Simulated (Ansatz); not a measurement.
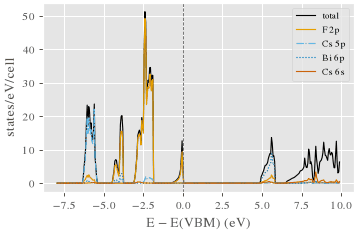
Figure. Total and projected density of states of Cs2NaBiF6 in space group Fm-3m (No. 225; Cs on 8c, Na on 4b, Bi on 4a, F on 24e), LDA (plane waves, PAW; program Ansatz)

Q: Which orbitals carry the states next to the gap?

A: Top 1 eV of the valence band: F 2p 74 %, Bi 6s 23 %. Bottom 1 eV of the conduction band: Bi 6p 65 %, F 2p 17 %, F 2s 5 %, outside the projected shells 6 %. Projections are on Löwdin-orthogonalised atomic valence shells; empty p or d shells of many metals are not among them.

Q: Where is the tallest occupied peak in this window, and what makes it?

A: Near -2.4 eV, about 51 states/eV per cell; the largest projected share is F 2p.

The workflow started from a Materials Project entry (that database holds measured and hypothetical structures alike); the Crystallography Open Database files this formula in space group No. 225, but the cells were not matched. Whether it is the stable phase at ambient conditions was not checked. The cell was relaxed with LDA under the symmetry of its start; of distortions, only those at the zone centre were tested. Spin–orbit coupling is left out wherever it is not named.

Potentials: the later of the program's two PAW sets.
